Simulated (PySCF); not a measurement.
# RhI₂⁺: one geometry, several methods

How much do the numbers for RhI₂⁺ (quintet) hang on the method? All levels run at one geometry, the PBE0 minimum.

Method: several methods, basis Rh def2-SVP with ECP28, I def2-SVP with ECP28, scalar-relativistic core potentials, no spin–orbit coupling, density fitting; program: PySCF 2.14.0.

### Step 1. Where the work starts

3 atoms, charge 1, spin multiplicity 5.

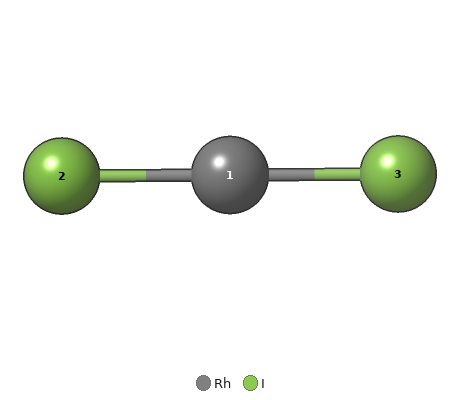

The starting geometry (rhodium grey, iodine green); atoms are numbered from 1 in the order of the file.

```xyz
3
charge 1 multiplicity 5
Rh    0.0000    0.0000    0.0000
I     0.0000    0.0000    2.5221
I     0.0000    0.0000   -2.5221
```

### Step 2. Real-space pictures of the lowest minimum

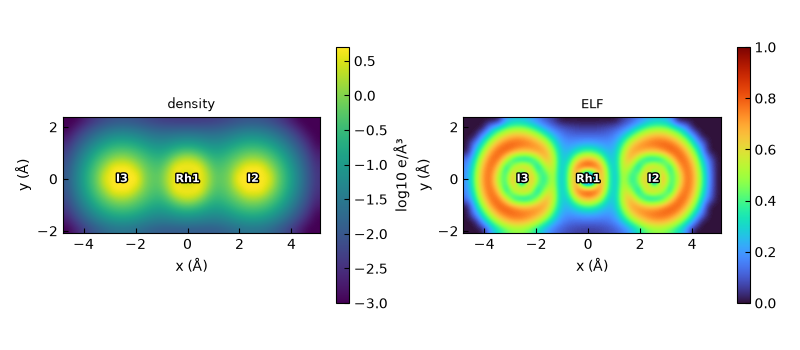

The plane holds Rh1 at (0.00, 0.00), I2 at (2.52, 0.00), I3 at (-2.52, 0.00) Å. ELF is set to 0 where the density is under 0.005 e/Å³; an orbital's overall sign is arbitrary. Electrons inside core potentials are absent.

Orbitals, density, ELF and potential are computed afterwards from the orbital file.

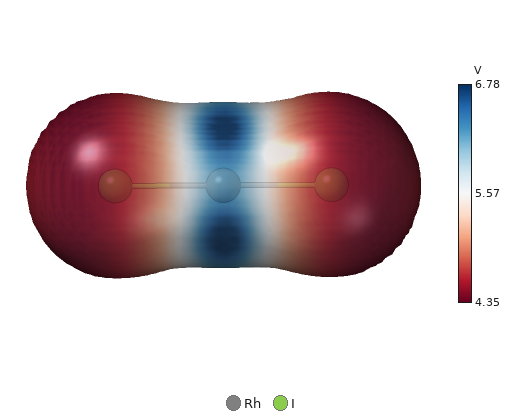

Electrostatic potential on the surface of density 0.002 e/bohr³; red is low, blue high. It runs, from the 1st to the 99th percentile, from 4.35 V near I3 to 6.78 V near Rh1.

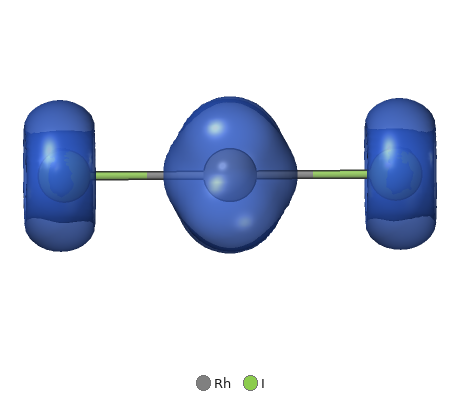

Spin density at ±0.07 e/Å³ (alpha excess blue, beta excess red).

Values on the line from Rh1 (at 0) through I2 (at 2.522 Å):

| distance (Å) | density (e/Å³) | ELF | electrostatic potential (V) | spin density (e/Å³) |
| --- | --- | --- | --- | --- |
| -0.88 | 1.1 | 0.265 | 29.2 | 0.201 |
| 0.76 | 2.13 | 0.449 | 43.7 | 0.465 |
| 1.01 | 0.689 | 0.196 | 21.6 | 0.0725 |
| 1.26 | 0.564 | 0.457 | 17.4 | -0.00549 |
| 1.51 | 0.797 | 0.549 | 25.1 | -0.00942 |
| 1.77 | 1.7 | 0.22 | 52.7 | 0.00193 |
| 3.40 | 0.994 | 0.397 | 33.9 | 0.0125 |
| 3.66 | 0.431 | 0.747 | 16.5 | 0.0101 |
| 3.91 | 0.176 | 0.784 | 9.63 | 0.00556 |

Making the fields needed 2.3 s of wall time on 2 threads of Arm Neoverse V1, shared host.

### Step 3. PBE0

The steps are one call of a driver around PySCF; scf.py gives each level's set-up. Each SCF starts from the density of the minimum. The driver also runs the species with one electron less or more at the same geometry; their logs are not shown.

File scf.py:

```python
from pyscf import gto, scf, dft
mol = gto.M(atom='''
Rh     0.000000     0.000000     0.000000
I      0.000000     0.000000     2.522064
I     -0.000000     0.000000    -2.522064''',
    basis={'Rh': 'def2-SVP', 'I': 'def2-SVP'},
    ecp={'Rh': 'def2-SVP', 'I': 'def2-SVP'},
    charge=1, spin=4)
mf = dft.UKS(mol, xc='PBE0')
mf.grids.atom_grid = (75, 302)
aux = {'Rh': 'def2-universal-JKFIT', 'I': 'def2-universal-JKFIT'}
mf = mf.density_fit(auxbasis=aux)
mf.conv_tol = 1e-08
mf.diis_space = 10
mf.max_cycle = 60
mf.verbose = 4
mf.kernel()
```

The run is started by

```bash
> OMP_NUM_THREADS=2 python axn.py task.json out
```

Log:

```text
init E= -705.6767971154
[... the frontier-level lines of each cycle are left out ...]
cycle= 1 E= -705.67679711882  delta_E= -3.42e-09  |g|= 2e-05  |ddm|= 0.000124
Extra cycle  E= -705.676797122211  delta_E= -3.39e-09  |g|= 2.08e-05  |ddm|= 0.000124
converged SCF energy = -705.676797122211  <S^2> = 6.0095255  2S+1 = 5.0038087
```

This level, with the species of one electron less or more, took 2.5 s.

* energy: -705.676797 Eh
* one electron less (charge +2): -705.146794 Eh (sextet, ⟨S²⟩ 8.76)
* one electron more (charge +0): -706.000870 Eh (quartet, ⟨S²⟩ 3.76)
* Mulliken charge of Rh1: +0.29 e

### Step 4. HF

Changes to scf.py since step 3:

```diff
@@ -9,2 +9 @@
-mf = dft.UKS(mol, xc='PBE0')
-mf.grids.atom_grid = (75, 302)
+mf = scf.UHF(mol)
```

Log:

```text
init E= -702.734973038124
[... the frontier-level lines of each cycle are left out ...]
cycle= 1 E= -702.757745610948  delta_E= -0.0228  |g|= 0.0607  |ddm|= 0.394
cycle= 2 E= -702.762008308159  delta_E= -0.00426  |g|= 0.0369  |ddm|= 0.129
cycle= 3 E= -702.763452793325  delta_E= -0.00144  |g|= 0.0278  |ddm|= 0.0723
cycle= 4 E= -702.764565418708  delta_E= -0.00111  |g|= 0.00581  |ddm|= 0.0686
cycle= 5 E= -702.764675126158  delta_E= -0.00011  |g|= 0.00164  |ddm|= 0.0254
cycle= 6 E= -702.764681897929  delta_E= -6.77e-06  |g|= 0.00105  |ddm|= 0.00494
cycle= 7 E= -702.764685393714  delta_E= -3.5e-06  |g|= 0.000747  |ddm|= 0.0042
cycle= 8 E= -702.764687830745  delta_E= -2.44e-06  |g|= 0.000313  |ddm|= 0.0051
cycle= 9 E= -702.764688475653  delta_E= -6.45e-07  |g|= 0.000142  |ddm|= 0.00336
cycle= 10 E= -702.764688618014  delta_E= -1.42e-07  |g|= 0.000144  |ddm|= 0.000839
cycle= 11 E= -702.764688506547  delta_E= 1.11e-07  |g|= 0.000101  |ddm|= 0.000632
cycle= 12 E= -702.764688447738  delta_E= 5.88e-08  |g|= 3.26e-05  |ddm|= 0.00101
cycle= 13 E= -702.764688447379  delta_E= 3.58e-10  |g|= 1.27e-05  |ddm|= 0.000264
Extra cycle  E= -702.764688447486  delta_E= -1.07e-10  |g|= 9.58e-06  |ddm|= 3.51e-05
converged SCF energy = -702.764688447486  <S^2> = 6.0640763  2S+1 = 5.0255652
```

This level, with the species of one electron less or more, took 4 s.

| Item | Value |
| --- | --- |
| energy | -702.764688 Eh |
| one electron less (charge +2) | -702.326116 Eh (sextet, ⟨S²⟩ 8.78) |
| one electron more (charge +0) | -703.115923 Eh (quartet, ⟨S²⟩ 3.77) |
| Mulliken charge of Rh1 | +0.48 e |

### Step 5. PBE

Changes to scf.py since step 4:

```diff
@@ -9 +9,2 @@
-mf = scf.UHF(mol)
+mf = dft.UKS(mol, xc='PBE')
+mf.grids.atom_grid = (75, 302)
```

Log:

```text
init E= -705.672432213892
[... the frontier-level lines of each cycle are left out ...]
cycle= 1 E= -705.674966155735  delta_E= -0.00253  |g|= 0.0387  |ddm|= 0.217
cycle= 2 E= -705.644430787142  delta_E= 0.0305  |g|= 0.225  |ddm|= 0.288
cycle= 3 E= -705.675852088208  delta_E= -0.0314  |g|= 0.00704  |ddm|= 0.25
cycle= 4 E= -705.675874419309  delta_E= -2.23e-05  |g|= 0.00196  |ddm|= 0.0103
cycle= 5 E= -705.675877098668  delta_E= -2.68e-06  |g|= 0.000354  |ddm|= 0.00371
cycle= 6 E= -705.675874984935  delta_E= 2.11e-06  |g|= 0.00144  |ddm|= 0.00321
cycle= 7 E= -705.675877235206  delta_E= -2.25e-06  |g|= 0.000122  |ddm|= 0.00284
cycle= 8 E= -705.675877264543  delta_E= -2.93e-08  |g|= 4.96e-05  |ddm|= 0.000574
cycle= 9 E= -705.675877288834  delta_E= -2.43e-08  |g|= 4.64e-05  |ddm|= 0.000692
cycle= 10 E= -705.675877291988  delta_E= -3.15e-09  |g|= 4.64e-05  |ddm|= 9.05e-05
Extra cycle  E= -705.675877319245  delta_E= -2.73e-08  |g|= 4.8e-05  |ddm|= 0.000785
converged SCF energy = -705.675877319245  <S^2> = 6.0027705  2S+1 = 5.0011081
```

This level, with the species of one electron less or more, took 16 s.

```
energy                        : -705.675877 Eh
one electron less (charge +2) : -705.140668 Eh (sextet, ⟨S²⟩ 8.75)
one electron more (charge +0) : -705.991157 Eh (quartet, ⟨S²⟩ 3.75)
Mulliken charge of Rh1        : +0.23 e
```

### Step 6. B3LYP

Changes to scf.py since step 5:

```diff
@@ -9 +9 @@
-mf = dft.UKS(mol, xc='PBE')
+mf = dft.UKS(mol, xc='B3LYP')
```

Log:

```text
init E= -705.889016860531
[... the frontier-level lines of each cycle are left out ...]
cycle= 1 E= -705.889587390679  delta_E= -0.000571  |g|= 0.00814  |ddm|= 0.115
cycle= 2 E= -705.889328027909  delta_E= 0.000259  |g|= 0.0225  |ddm|= 0.0325
cycle= 3 E= -705.889613287283  delta_E= -0.000285  |g|= 0.00495  |ddm|= 0.0295
cycle= 4 E= -705.889629040456  delta_E= -1.58e-05  |g|= 0.00085  |ddm|= 0.00564
cycle= 5 E= -705.889629674929  delta_E= -6.34e-07  |g|= 9.48e-05  |ddm|= 0.00183
cycle= 6 E= -705.889629675955  delta_E= -1.03e-09  |g|= 0.000165  |ddm|= 0.000556
cycle= 7 E= -705.889629700193  delta_E= -2.42e-08  |g|= 7.06e-05  |ddm|= 0.000411
cycle= 8 E= -705.889629708365  delta_E= -8.17e-09  |g|= 2.47e-05  |ddm|= 0.000207
Extra cycle  E= -705.889629709102  delta_E= -7.37e-10  |g|= 5.93e-05  |ddm|= 0.000143
converged SCF energy = -705.889629709102  <S^2> = 6.0081568  2S+1 = 5.0032617
```

This level, with the species of one electron less or more, needed 6.2 s of wall time on 2 threads of Arm Neoverse V1, shared host.

- energy: -705.889630 Eh
- one electron less (charge +2): -705.355921 Eh (sextet, ⟨S²⟩ 8.76)
- one electron more (charge +0): -706.212814 Eh (quartet, ⟨S²⟩ 3.76)
- Mulliken charge of Rh1: +0.28 e

### Step 7. r2SCAN

Changes to scf.py since step 6:

```diff
@@ -9,2 +9,2 @@
-mf = dft.UKS(mol, xc='B3LYP')
-mf.grids.atom_grid = (75, 302)
+mf = dft.UKS(mol, xc='R2SCAN')
+mf.grids.atom_grid = (90, 434)
```

Log:

```text
init E= -705.947348031518
[... the frontier-level lines of each cycle are left out ...]
cycle= 1 E= -705.948554526872  delta_E= -0.00121  |g|= 0.0115  |ddm|= 0.116
cycle= 2 E= -705.947590870974  delta_E= 0.000964  |g|= 0.0415  |ddm|= 0.0558
cycle= 3 E= -705.948570484911  delta_E= -0.00098  |g|= 0.00965  |ddm|= 0.0564
cycle= 4 E= -705.948635697687  delta_E= -6.52e-05  |g|= 0.00125  |ddm|= 0.0136
cycle= 5 E= -705.948638194509  delta_E= -2.5e-06  |g|= 0.0007  |ddm|= 0.00451
cycle= 6 E= -705.948635019331  delta_E= 3.18e-06  |g|= 0.00212  |ddm|= 0.00582
cycle= 7 E= -705.94864051089  delta_E= -5.49e-06  |g|= 0.000413  |ddm|= 0.00451
cycle= 8 E= -705.948643430859  delta_E= -2.92e-06  |g|= 0.000405  |ddm|= 0.00769
cycle= 9 E= -705.948655809863  delta_E= -1.24e-05  |g|= 0.000367  |ddm|= 0.0352
cycle= 10 E= -705.948671456818  delta_E= -1.56e-05  |g|= 0.000504  |ddm|= 0.0615
cycle= 11 E= -705.948659394443  delta_E= 1.21e-05  |g|= 0.00444  |ddm|= 0.147
cycle= 12 E= -705.948673197223  delta_E= -1.38e-05  |g|= 0.00246  |ddm|= 0.0514
cycle= 13 E= -705.948652175365  delta_E= 2.1e-05  |g|= 0.00463  |ddm|= 0.0759
cycle= 14 E= -705.948662243915  delta_E= -1.01e-05  |g|= 0.0032  |ddm|= 0.0234
cycle= 15 E= -705.94866905931  delta_E= -6.82e-06  |g|= 0.00209  |ddm|= 0.022
cycle= 16 E= -705.948673318092  delta_E= -4.26e-06  |g|= 0.00131  |ddm|= 0.0201
cycle= 17 E= -705.948677102376  delta_E= -3.78e-06  |g|= 3.7e-05  |ddm|= 0.0394
cycle= 18 E= -705.948677133927  delta_E= -3.16e-08  |g|= 0.000101  |ddm|= 0.0024
cycle= 19 E= -705.948677160082  delta_E= -2.62e-08  |g|= 5.33e-05  |ddm|= 0.00197
cycle= 20 E= -705.948677167059  delta_E= -6.98e-09  |g|= 3e-06  |ddm|= 0.00187
Extra cycle  E= -705.948677167018  delta_E= 4.09e-11  |g|= 6.8e-06  |ddm|= 1.4e-05
converged SCF energy = -705.948677167018  <S^2> = 6.0056428  2S+1 = 5.0022566
```

This level, with the species of one electron less or more, took 35 s.

| Property | Result |
| --- | --- |
| energy | -705.948677 Eh |
| one electron less (charge +2) | -705.412520 Eh (sextet, ⟨S²⟩ 8.76) |
| one electron more (charge +0) | -706.264665 Eh (quartet, ⟨S²⟩ 3.75) |
| Mulliken charge of Rh1 | +0.30 e |

### Step 8. TPSSh

Changes to scf.py since step 7:

```diff
@@ -9 +9 @@
-mf = dft.UKS(mol, xc='R2SCAN')
+mf = dft.UKS(mol, xc='TPSSH')
```

Log:

```text
init E= -705.452221179681
[... the frontier-level lines of each cycle are left out ...]
cycle= 1 E= -705.452714087786  delta_E= -0.000493  |g|= 0.0204  |ddm|= 0.0759
cycle= 2 E= -705.449666408682  delta_E= 0.00305  |g|= 0.0728  |ddm|= 0.103
cycle= 3 E= -705.452920376288  delta_E= -0.00325  |g|= 0.00689  |ddm|= 0.0866
cycle= 4 E= -705.452942746527  delta_E= -2.24e-05  |g|= 0.00108  |ddm|= 0.0104
cycle= 5 E= -705.452943725675  delta_E= -9.79e-07  |g|= 0.000325  |ddm|= 0.00253
cycle= 6 E= -705.452943110103  delta_E= 6.16e-07  |g|= 0.000846  |ddm|= 0.00204
cycle= 7 E= -705.452943866888  delta_E= -7.57e-07  |g|= 6.04e-05  |ddm|= 0.00163
cycle= 8 E= -705.452943892988  delta_E= -2.61e-08  |g|= 5.67e-05  |ddm|= 0.000459
cycle= 9 E= -705.452943912412  delta_E= -1.94e-08  |g|= 4.79e-05  |ddm|= 0.000336
cycle= 10 E= -705.452943938565  delta_E= -2.62e-08  |g|= 4.72e-05  |ddm|= 0.000466
cycle= 11 E= -705.452944242719  delta_E= -3.04e-07  |g|= 4.66e-05  |ddm|= 0.00546
cycle= 12 E= -705.452945880468  delta_E= -1.64e-06  |g|= 8.38e-05  |ddm|= 0.0311
cycle= 13 E= -705.452948876199  delta_E= -3e-06  |g|= 0.00122  |ddm|= 0.101
cycle= 14 E= -705.452946675471  delta_E= 2.2e-06  |g|= 0.000214  |ddm|= 0.0841
cycle= 15 E= -705.452942001904  delta_E= 4.67e-06  |g|= 0.00422  |ddm|= 0.211
cycle= 16 E= -705.45292475935  delta_E= 1.72e-05  |g|= 0.00754  |ddm|= 0.0695
cycle= 17 E= -705.452926185635  delta_E= -1.43e-06  |g|= 0.00731  |ddm|= 0.00331
cycle= 18 E= -705.452927031863  delta_E= -8.46e-07  |g|= 0.00718  |ddm|= 0.00241
cycle= 19 E= -705.452930682363  delta_E= -3.65e-06  |g|= 0.00653  |ddm|= 0.00855
cycle= 20 E= -705.452932512352  delta_E= -1.83e-06  |g|= 0.00616  |ddm|= 0.00238
cycle= 21 E= -705.452942669611  delta_E= -1.02e-05  |g|= 0.00382  |ddm|= 0.0376
cycle= 22 E= -705.452949289658  delta_E= -6.62e-06  |g|= 0.00107  |ddm|= 0.122
cycle= 23 E= -705.452949823817  delta_E= -5.34e-07  |g|= 7.05e-05  |ddm|= 0.0198
cycle= 24 E= -705.452949825958  delta_E= -2.14e-09  |g|= 0.000115  |ddm|= 0.00579
cycle= 25 E= -705.452949830865  delta_E= -4.91e-09  |g|= 8.81e-06  |ddm|= 0.000434
Extra cycle  E= -705.452949830884  delta_E= -1.93e-11  |g|= 3.34e-06  |ddm|= 7.86e-06
converged SCF energy = -705.452949830884  <S^2> = 6.0055828  2S+1 = 5.0022326
```

This level, with the species of one electron less or more, took 21 s.

- energy: -705.452950 Eh
- one electron less (charge +2): -704.919258 Eh (sextet, ⟨S²⟩ 8.76)
- one electron more (charge +0): -705.769642 Eh (quartet, ⟨S²⟩ 3.76)
- Mulliken charge of Rh1: +0.30 e

### Step 9. TPSS

Changes to scf.py since step 8:

```diff
@@ -9 +9 @@
-mf = dft.UKS(mol, xc='TPSSH')
+mf = dft.UKS(mol, xc='TPSS')
```

Log:

```text
init E= -705.425162409377
[... the frontier-level lines of each cycle are left out ...]
cycle= 1 E= -705.427147189201  delta_E= -0.00198  |g|= 0.0216  |ddm|= 0.127
cycle= 2 E= -705.425069051931  delta_E= 0.00208  |g|= 0.0605  |ddm|= 0.0873
cycle= 3 E= -705.426918000898  delta_E= -0.00185  |g|= 0.0265  |ddm|= 0.0948
cycle= 4 E= -705.42733577738  delta_E= -0.000418  |g|= 0.00212  |ddm|= 0.0335
cycle= 5 E= -705.427337963496  delta_E= -2.19e-06  |g|= 0.00102  |ddm|= 0.00464
cycle= 6 E= -705.427332230698  delta_E= 5.73e-06  |g|= 0.0025  |ddm|= 0.00641
cycle= 7 E= -705.427339059333  delta_E= -6.83e-06  |g|= 0.000111  |ddm|= 0.00485
cycle= 8 E= -705.427339095205  delta_E= -3.59e-08  |g|= 6.8e-05  |ddm|= 0.000517
cycle= 9 E= -705.427339145201  delta_E= -5e-08  |g|= 6.79e-05  |ddm|= 0.000837
cycle= 10 E= -705.427339234766  delta_E= -8.96e-08  |g|= 6.75e-05  |ddm|= 0.0015
cycle= 11 E= -705.427341289861  delta_E= -2.06e-06  |g|= 9.6e-05  |ddm|= 0.0366
cycle= 12 E= -705.427340445133  delta_E= 8.45e-07  |g|= 6.53e-05  |ddm|= 0.0157
cycle= 13 E= -705.427314950853  delta_E= 2.55e-05  |g|= 0.00831  |ddm|= 0.338
cycle= 14 E= -705.427333971557  delta_E= -1.9e-05  |g|= 0.00502  |ddm|= 0.0715
cycle= 15 E= -705.427344154795  delta_E= -1.02e-05  |g|= 0.00182  |ddm|= 0.111
cycle= 16 E= -705.427342741794  delta_E= 1.41e-06  |g|= 0.00261  |ddm|= 0.0295
cycle= 17 E= -705.427340836803  delta_E= 1.9e-06  |g|= 0.00334  |ddm|= 0.0224
cycle= 18 E= -705.427341610759  delta_E= -7.74e-07  |g|= 0.00307  |ddm|= 0.00895
cycle= 19 E= -705.427341386665  delta_E= 2.24e-07  |g|= 0.00316  |ddm|= 0.00202
cycle= 20 E= -705.427341227497  delta_E= 1.59e-07  |g|= 0.00321  |ddm|= 0.00199
cycle= 21 E= -705.427341103756  delta_E= 1.24e-07  |g|= 0.00067  |ddm|= 0.191
cycle= 22 E= -705.427344964044  delta_E= -3.86e-06  |g|= 0.000241  |ddm|= 0.104
cycle= 23 E= -705.427345269033  delta_E= -3.05e-07  |g|= 0.000337  |ddm|= 0.037
cycle= 24 E= -705.427345307937  delta_E= -3.89e-08  |g|= 7.65e-05  |ddm|= 0.00386
cycle= 25 E= -705.427345310037  delta_E= -2.1e-09  |g|= 2.28e-05  |ddm|= 0.000744
Extra cycle  E= -705.427345310135  delta_E= -9.83e-11  |g|= 1.1e-05  |ddm|= 2.25e-05
converged SCF energy = -705.427345310135  <S^2> = 6.0034564  2S+1 = 5.0013824
```

This level, with the species of one electron less or more, took 24 s.

| Property | Result |
| --- | --- |
| energy | -705.427345 Eh |
| one electron less (charge +2) | -704.891946 Eh (sextet, ⟨S²⟩ 8.75) |
| one electron more (charge +0) | -705.740073 Eh (quartet, ⟨S²⟩ 3.75) |
| Mulliken charge of Rh1 | +0.28 e |

### Step 10. B2PLYP

Changes to scf.py since step 9:

```diff
@@ -9,2 +9,2 @@
-mf = dft.UKS(mol, xc='TPSS')
-mf.grids.atom_grid = (90, 434)
+mf = dft.UKS(mol, xc='0.53*HF + 0.47*B88, 0.73*LYP')
+mf.grids.atom_grid = (75, 302)
```

Log:

```text
init E= -704.728383955581
[... the frontier-level lines of each cycle are left out ...]
cycle= 1 E= -704.731680378442  delta_E= -0.0033  |g|= 0.0238  |ddm|= 0.163
cycle= 2 E= -704.731501103071  delta_E= 0.000179  |g|= 0.0369  |ddm|= 0.0698
cycle= 3 E= -704.732335269408  delta_E= -0.000834  |g|= 0.00833  |ddm|= 0.0497
cycle= 4 E= -704.732461356571  delta_E= -0.000126  |g|= 0.00224  |ddm|= 0.0247
cycle= 5 E= -704.732479230791  delta_E= -1.79e-05  |g|= 0.00151  |ddm|= 0.00943
cycle= 6 E= -704.732485624765  delta_E= -6.39e-06  |g|= 0.000845  |ddm|= 0.00627
cycle= 7 E= -704.732487337283  delta_E= -1.71e-06  |g|= 0.000332  |ddm|= 0.00432
cycle= 8 E= -704.732487468361  delta_E= -1.31e-07  |g|= 4.11e-05  |ddm|= 0.00126
cycle= 9 E= -704.732487470825  delta_E= -2.46e-09  |g|= 3.09e-05  |ddm|= 0.000177
Extra cycle  E= -704.732487469392  delta_E= 1.43e-09  |g|= 6.05e-05  |ddm|= 0.000162
converged SCF energy = -704.732487469392  <S^2> = 6.0244817  2S+1 = 5.0097831
```

This level, with the species of one electron less or more, needed 9.7 s of wall time on 2 threads of Arm Neoverse V1, shared host.

| Property | Result |
| --- | --- |
| energy | -704.929097 Eh |
| one electron less (charge +2) | -704.395200 Eh (sextet, ⟨S²⟩ 8.77) |
| one electron more (charge +0) | -705.241938 Eh (quartet, ⟨S²⟩ 3.76) |
| of which 0.27 × MP2-like term | -0.19661 Eh |

### Step 11. Comparison of the levels

| level | vertical ionisation energy (eV) | vertical electron affinity (eV) | −ε(HOMO) (eV) | gap (eV) | wall time |
| --- | --- | --- | --- | --- | --- |
| PBE0 | 14.42 | 8.82 | 12.61 | 2.06 | 2.5 s |
| HF | 11.93 | 9.56 | 13.59 | 5.48 | 4 s |
| PBE | 14.56 | 8.58 | 11.78 | 0.14 | 16 s |
| B3LYP | 14.52 | 8.79 | 12.47 | 1.84 | 6.2 s |
| r2SCAN | 14.59 | 8.60 | 12.16 | 1.05 | 35 s |
| TPSSh | 14.52 | 8.62 | 12.26 | 1.47 | 21 s |
| TPSS | 14.57 | 8.51 | 11.88 | 0.64 | 24 s |
| B2PLYP | 14.53 | 8.51 | – | – | 9.7 s |

Times are for 2 threads of Arm Neoverse V1, shared host; PBE0 starts from its own converged density, so its time is not comparable. A dash stands where a species or a free atom was not run at that level, or the quantity is not defined.

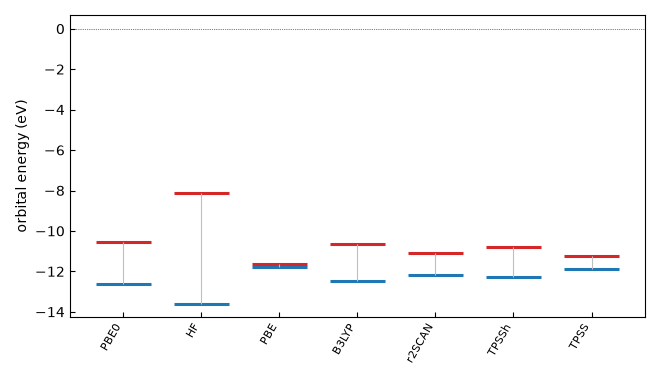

Highest occupied (blue) and lowest empty (red) levels by method.

### Step 12. Outcome

| quantity | value |
| --- | --- |
| vertical ionisation energy, range | 11.93 (HF) to 14.59 (r2SCAN) eV |
| vertical electron affinity, range | 8.51 (TPSS) to 9.56 (HF) eV |
| orbital gap, range | 0.14 (PBE) to 5.48 (HF) eV |

What this shows: The vertical ionisation energy spreads over 2.66 eV, from HF to r2SCAN; without a CCSD(T) value for it there is no yardstick here. Open d and f shells are described by one determinant, and the ground state may have another occupation or spin. With an element this heavy the missing spin–orbit coupling can shift these numbers.
